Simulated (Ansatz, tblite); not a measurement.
# SnH2MeBr (CH5BrSn): spin states and exact exchange

Is the singlet the ground state of SnH2MeBr (CH5BrSn)? Other spin states are computed and compared level by level.

Computed with Ansatz 0.2.0, Gaussian basis. Level: as each input shows.

The runs, in order: triplet, at the geometry of the singlet (GFN1-xTB, GFN2-xTB, PBE0-D4/def2-TZVP, PBE-D4/def2-TZVP, r2SCAN-D4/def2-TZVP); the singlet's energies come from earlier runs.

3 further runs of the same task are left out: 3 set aside as unsound or not needed. Runs told in other sessions of the task aren't counted.

### 1 The structure

The geometry is that of the singlet, from an earlier relaxation (PBE-D4/def2-SVP).

8 atoms, charge 0, spin multiplicity 1.

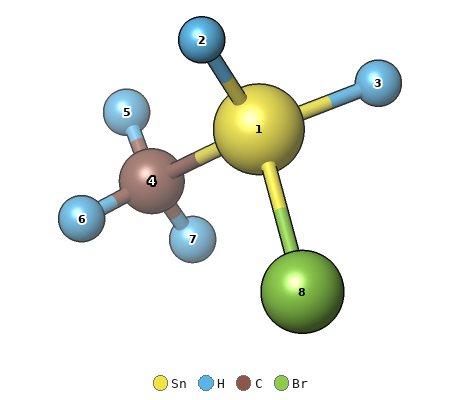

The structure; tin yellow, hydrogen blue, carbon brown, bromine green; atoms are numbered from 1 in the order of the file.

Sn takes a core potential in the def2 sets. No spin-orbit coupling is included.

### 2 Triplet at the fixed geometry, GFN1-xTB

Tight binding, by tblite at 300 K electronic temperature and without a spin-polarisation term:

```python
tblite.interface.Calculator('GFN1-xTB', numbers, positions, charge=0, uhf=2).singlepoint()
```

Energy -299.7839 eV; 0.004 s.

### 3 Triplet at the fixed geometry, GFN2-xTB

Tight binding, by tblite at 300 K electronic temperature and without a spin-polarisation term:

```python
tblite.interface.Calculator('GFN2-xTB', numbers, positions, charge=0, uhf=2).singlepoint()
```

Energy -291.8137 eV; 0.005 s.

### 4 Triplet at the fixed geometry, PBE0-D4/def2-TZVP

Input file in.yaml:

```yaml
crystal:
  periodic: [false, false, false]
  atoms:
    - {symbol: Sn, position_ang: [0.556578, -0.684085, 0.398936]}
    - {symbol: H, position_ang: [0.515528, -0.793271, 2.123732]}
    - {symbol: H, position_ang: [2.170260, -0.809689, -0.208272]}
    - {symbol: C, position_ang: [-0.505793, 1.034899, -0.365902]}
    - {symbol: H, position_ang: [-0.040758, 1.962176, 0.021773]}
    - {symbol: H, position_ang: [-1.561286, 0.983188, -0.039657]}
    - {symbol: H, position_ang: [-0.460369, 1.029273, -1.470915]}
    - {symbol: Br, position_ang: [-0.674160, -2.722482, -0.459694]}
basis:
  gaussian: {orbitals: def2-TZVP}
magnetization: {spin_polarized: true, initial_magnetization: 2}
hamiltonian: {xc: pbe0, dispersion: d4}
scf: {omitted_lower_state_checks: [starts]}
output: {orbitals: {seedname: orbitals}}
```

Started as:

```
ansatz run in.yaml --threads 4 --pin off --events-out ev --progress --plain --max-ram 3916MiB
```

What it wrote:

```text
Functional definition: PBE0
  name "PBE0"
  cite "Adamo & Barone, J. Chem. Phys. 110, 6158 (1999) doi:10.1063/1.478522"
  cite "Perdew, Burke & Ernzerhof, Phys. Rev. Lett. 77, 3865 (1996) doi:10.1103/PhysRevLett.77.3865"
  parent pbe
  parameter a = 0.25
  parameter kappa = 0.804
  parameter beta = 0.06672455060314922
  exchange = (1 - a)*pbe_x(kappa = kappa, mu = beta*pi^2/3) + a*exact_x
  correlation = pbe_c(beta = beta)
these checks for a lower state are left out or cut short: starts
1274 factors; their error is unknown
mean field evaluation 1: about -76974.2578 eV, gradient 4.0e1 eV
mean field evaluation 2: about -76956.5017 eV, gradient 6.3e1 eV
mean field evaluation 4: about -76982.4130 eV, gradient 5.6e0 eV
mean field evaluation 8: about -76982.5915 eV, gradient 1.6e-1 eV
mean field evaluation 16: about -76983.1011 eV, gradient 2.4e-3 eV
mean field evaluation 32: about -76983.1483 eV, gradient 1.0e-1 eV
mean field -76983.16142508 eV, -2829.0790013109 hartree, gradient 6.4e-6 eV, S^2 2.006681; 1 other end points of the search recorded, 0 dependent functions left out
reference -76983.16146453 eV, -2829.0790027606 hartree; 35, 33 occupied and 124, 126 virtual orbitals, 1274 factors
Total energy: -76983.29667897 eV, -2829.0839717994 hartree
Checks for a lower state left out: starts
```

Run time: 23 s. Hardware: 4 threads of Arm Neoverse V1, shared host; peak memory 0.77 GiB.

Report: HOMO -2.82 eV, LUMO -6.44 eV (over both spins; with the spin held, an empty level of the minority spin lies below the top filled one); ⟨S²⟩ 2.007 (pure: 2.00); the next solution that the search met lies 0.060 eV higher.

### 5 Triplet at the fixed geometry, PBE-D4/def2-TZVP

start.molden holds the orbitals of an earlier run on this state, given as this run's starting guess.

in.yaml, as its differences from that of step 4:

```diff
@@ -12,5 +12,5 @@
 basis:
-  gaussian: {orbitals: def2-TZVP}
+  gaussian: {orbitals: def2-TZVP, initial_orbitals: start.molden}
 magnetization: {spin_polarized: true, initial_magnetization: 2}
-hamiltonian: {xc: pbe0, dispersion: d4}
+hamiltonian: {xc: pbe, dispersion: d4}
 scf: {omitted_lower_state_checks: [starts]}
```

Same command.

What it wrote:

```text
Functional definition: PBE
  name "PBE"
  cite "Perdew, Burke & Ernzerhof, Phys. Rev. Lett. 77, 3865 (1996) doi:10.1103/PhysRevLett.77.3865"
  parent pbe
  parameter kappa = 0.804
  parameter beta = 0.06672455060314922
  exchange = pbe_x(kappa = kappa, mu = beta*pi^2/3)
  correlation = pbe_c(beta = beta)
these checks for a lower state are left out or cut short: starts
1164 factors; their error is unknown
mean field evaluation 1: about -76980.4042 eV, gradient 7.0e0 eV
mean field evaluation 2: about -76980.5250 eV, gradient 2.4e-1 eV
mean field evaluation 4: about -76980.4947 eV, gradient 2.1e-2 eV
mean field evaluation 8: about -76980.4947 eV, gradient 1.3e-5 eV
mean field evaluation 16: about -76980.4947 eV, gradient 3.0e-6 eV
mean field -76980.49471182 eV, -2828.9810014058 hartree, gradient 2.9e-6 eV, S^2 2.002674; 0 other end points of the search recorded, 0 dependent functions left out
reference -76980.49476462 eV, -2828.9810033463 hartree; 35, 33 occupied and 124, 126 virtual orbitals, 1164 factors
Total energy: -76980.65256717 eV, -2828.9868024830 hartree
Checks for a lower state left out: starts
```

Wall time 8 s (4 threads of Arm Neoverse V1, shared host).

HOMO -2.08 eV, LUMO -7.01 eV (over both spins; with the spin held, an empty level of the minority spin lies below the top filled one); ⟨S²⟩ 2.003 (pure: 2.00).

### 6 Triplet at the fixed geometry, r2SCAN-D4/def2-TZVP

in.yaml, as its differences from that of step 5:

```diff
@@ -14,3 +14,3 @@
 magnetization: {spin_polarized: true, initial_magnetization: 2}
-hamiltonian: {xc: pbe, dispersion: d4}
+hamiltonian: {xc: r2scan, dispersion: d4}
 scf: {omitted_lower_state_checks: [starts]}
```

Same command.

What it wrote (excerpt; [...] marks lines left out):

```text
Functional definition: r2SCAN
  name "r2SCAN"
  cite "Furness, Kaplan, Ning, Perdew & Sun, J. Phys. Chem. Lett. 11, 8208 (2020) doi:10.1021/acs.jpclett.0c02405"
  cite "Furness, Kaplan, Ning, Perdew & Sun, J. Phys. Chem. Lett. 11, 9248 (2020) doi:10.1021/acs.jpclett.0c03077"
  parent r2scan
[...]
1164 factors; their error is unknown
[...]
mean field -76993.71241633 eV, -2829.4667430875 hartree, gradient 4.3e-6 eV, S^2 2.007029; 0 other end points of the search recorded, 0 dependent functions left out
reference -76993.71243623 eV, -2829.4667438187 hartree; 35, 33 occupied and 124, 126 virtual orbitals, 1164 factors
Total energy: -76993.74911224 eV, -2829.4680916371 hartree
Checks for a lower state left out: starts
```

It took 20 s on 4 threads of Arm Neoverse V1, shared host.

HOMO -2.20 eV, LUMO -7.01 eV (over both spins; with the spin held, an empty level of the minority spin lies below the top filled one); ⟨S²⟩ 2.007 (pure: 2.00).

### 7 Triplet less singlet, vertical

The singlet's energies are those of its earlier runs, whose logs aren't repeated here.

| level | triplet less singlet, vertical (eV) | time |
| --- | --- | --- |
| GFN1-xTB | +4.890 | 0.025 s |
| GFN2-xTB | +4.436 | 0.01 s |
| PBE-D4/def2-TZVP | +4.963 | 9.9 s |
| r2SCAN-D4/def2-TZVP | +5.202 | 23 s |
| PBE0-D4/def2-TZVP | +5.321 | 26 s |

Times add the two runs; a level without a time comes out of a correlated run. Tight binding without a spin term can't rank spin states.

### 8 Results

| quantity | value |
| --- | --- |
| triplet less singlet, vertical, functionals in def2-TZVP | +4.963 (PBE-D4) to +5.321 eV (PBE0-D4) |

**Reading.** All functionals put the triplet above the singlet, over a spread of 0.359 eV. The checks for a lower triplet were left out, so another state of that spin may lie lower. These are electronic energies, without zero-point motion, entropy or surroundings.
